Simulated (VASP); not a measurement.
Band structure of Ni (relaxed from the omega structure, space group P6/mmm). Level of theory: r2SCAN meta-GGA, VASP's PBE PAW potentials (set 64) (plane waves; VASP).

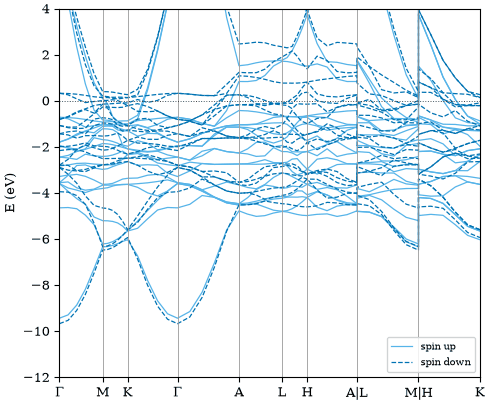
*Bands along high-symmetry lines, zero at the valence-band maximum or, without a gap, the Fermi level*

### Question
Read the plot: is there a gap, and where are the band edges?

### Answer
It has no gap at this level: it comes out as a metal or semimetal.

The structure was generated: Ni was put into the omega type (P6/mmm), which need not be its known phase. It was relaxed first.
